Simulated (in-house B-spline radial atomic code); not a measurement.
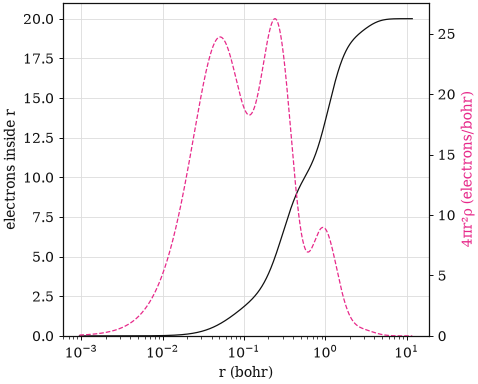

The Sc⁺ ion; electrons: [Ar] 3d1 4s1 (high spin). Method: non-relativistic PW91, spin-polarised, spherical fractional occupations, point nucleus, basis-set limit; computed with an in-house B-spline radial code.

The plot shows the number of electrons inside radius r (solid) and the radial density 4πr²ρ (dashed).

Describe it and give its main numbers.

The count levels off at 20 electrons. Half of them lie within 0.558 bohr, 90 % within 1.81 bohr and 99 % within 4.33 bohr. The radial density has minima at 0.12 and 0.61 bohr, where the count stands at 2.1 and 10.4; these part the shells that the density resolves.
